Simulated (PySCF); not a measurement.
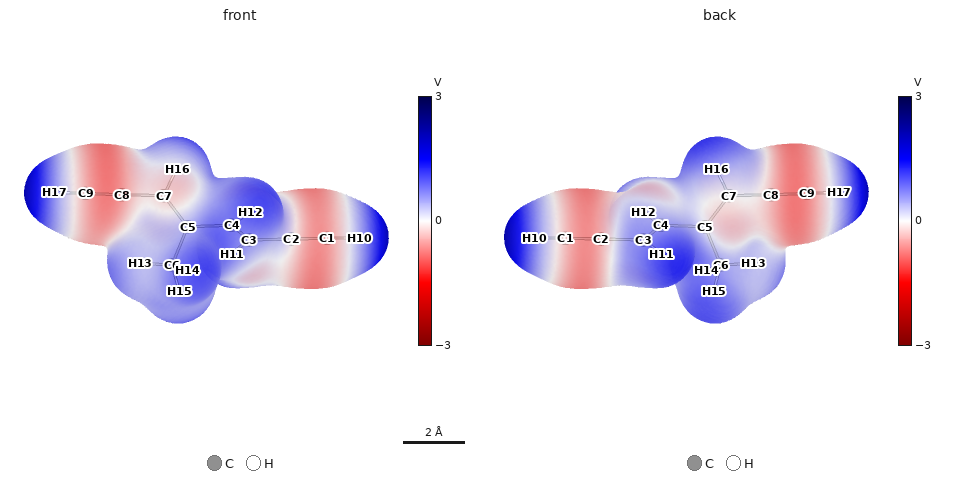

Figure 1: C9H8 (SMILES C#C/C=C/C(C)=C/C#C). The electrostatic potential painted on the density surface at 0.004 e/bohr³, seen from the front and from behind; red is negative and blue positive.

Geometry: GFN2-xTB.

All numbers below come from BP86/pcSseg-1, SCF density, gas phase, non-relativistic in PySCF 2.14.0.

The calculation's input:

```
{"job": {"kind": "nmr", "xc": "BP86", "basis": "pcSseg-1", "pop": false}, "charge": 0, "multiplicity": 1}
C      4.024230    -1.822062     0.008611
C      2.926611    -1.378733    -0.194799
C      1.639130    -0.863491    -0.445935
C      0.880148    -0.300212     0.492958
C     -0.474400     0.222344     0.234696
C     -1.582951    -0.781134     0.326783
C     -0.671133     1.512582    -0.053444
C     -1.934175     2.084272    -0.305422
C     -2.999409     2.594781    -0.525016
H      4.982992    -2.208343     0.186884
H      1.289531    -0.944774    -1.468406
H      1.244879    -0.224562     1.511040
H     -2.544271    -0.310750     0.136591
H     -1.595448    -1.234982     1.317996
H     -1.423744    -1.580000    -0.397830
H      0.167951     2.195591    -0.108827
H     -3.929940     3.039472    -0.715880
```

Launched as:

```sh
OMP_NUM_THREADS=1 python ens_run.py task.json out
```

### Describe the electrostatic potential map.

The most negative region (about −0.8 V) lies over C8 and C9, the most positive (about +2.0 V) over H10 and H17.

### How polar is the molecule by this calculation?

Its dipole moment is 0.71 D.
